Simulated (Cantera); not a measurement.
Charge: 1 mol CHF3, a varied amount of H2, at 2848.15 K and 0.100 bar.

These are equilibrium values from Cantera (NASA tables, ideal gas, pure condensed phases), not measurements of a reactor. Candidate condensed phases: C, C6H6, C7H8, C8H18; 95 gas species. Rates play no part.

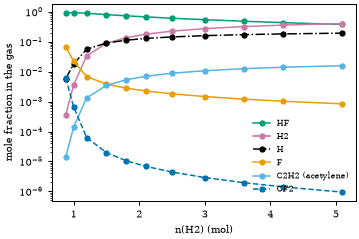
Fig. 1. Equilibrium gas composition (values under 1e-9 drawn at 1e-9)

Task: Read off the mole fractions at 3.6 mol H2.

Result: HF about 0.49, H2 about 0.32, H about 0.17, C2H2 (acetylene) about 0.013, F about 0.0012, CF2 about 1.9e-6.
